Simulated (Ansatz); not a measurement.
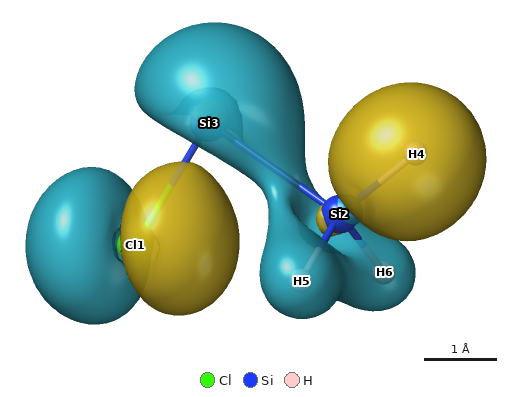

The picture shows: ClH3Si2. The HOMO−1 at ±0.1 Å⁻³ᐟ² (yellow and cyan are the two phases), seen at a tilt.

Geometry: PBE0-D3(BJ)/def2-SVP.

All numbers below come from Ansatz, isolated molecule in a Gaussian basis; Kohn-Sham density functional theory, functional PBE0.

Input

```
crystal:
  periodic: [false, false, false]
  atoms:
    - {symbol: Cl, position_ang: [1.233954, -0.183352, -0.761469]}
    - {symbol: Si, position_ang: [-1.653627, 0.014561, 0.811931]}
    - {symbol: Si, position_ang: [0.297022, -1.412417, 0.669099]}
    - {symbol: H, position_ang: [-2.683065, -0.482540, 1.779530]}
    - {symbol: H, position_ang: [-1.220169, 1.385103, 1.236201]}
    - {symbol: H, position_ang: [-2.280754, 0.112012, -0.545855]}
basis:
  gaussian: {orbitals: def2-TZVPD}
hamiltonian: {xc: pbe0}
output: {forces: true, orbitals: {seedname: orbitals}}
```

Run with:

```sh
ansatz run input.yaml --threads 1 --pin off --max-ram 2610MiB --events-out events.jsonl --progress --plain --runs-dir runs
```

Describe this orbital and give its energy.

By Hirshfeld shares it lies mainly on Cl1 (about 40 %), Si3 (about 20 %), Si2 (about 20 %) and H4 (about 20 %). Its energy is −9.36 eV.
